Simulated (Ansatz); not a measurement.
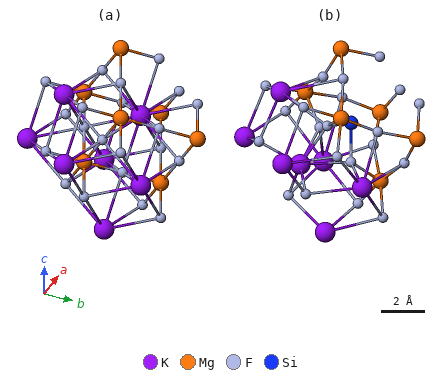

Left: perfect KMgF3. Right: the same region with a pair of point defects, after relaxing the atoms in a supercell of 40 sites. The picture is a ball-and-stick view of the atoms within 5.0 Å of one point, seen from a free direction.

Level of theory: DFT, PBEsol, PAW, plane waves in Ansatz. (plane-wave cutoff 420 eV; k-point mesh 1 × 1 × 1; mesh shifted by (0.25, 0.25, 0.25); no spin polarisation) Fermi-Dirac smearing of 0.01 eV. The axes drawn are those of the host's conventional cell.

What kind of defect was made?

A potassium atom is replaced by silicon and a magnesium atom is replaced by potassium, the two sites 3.5 Å apart.

The charge state of the cell is 0.

What does the relaxation do around it?

In the host the K atom has 12 F at 2.82 Å; the Si atom ends with 3 F at 1.81 to 1.84 Å. In the host the Mg atom has 6 F at 2.00 Å; the K atom ends with 6 F at 2.22 to 2.43 Å. Of the host's atoms, a fluorine atom moves furthest from its site, by 0.80 Å. The Si atom itself moves 0.57 Å from where it was put. The K atom itself moves 0.23 Å from where it was put.

Limits of the set-up: the periodic images lie only 8.0 Å apart, so the values are limited by the cell's size.
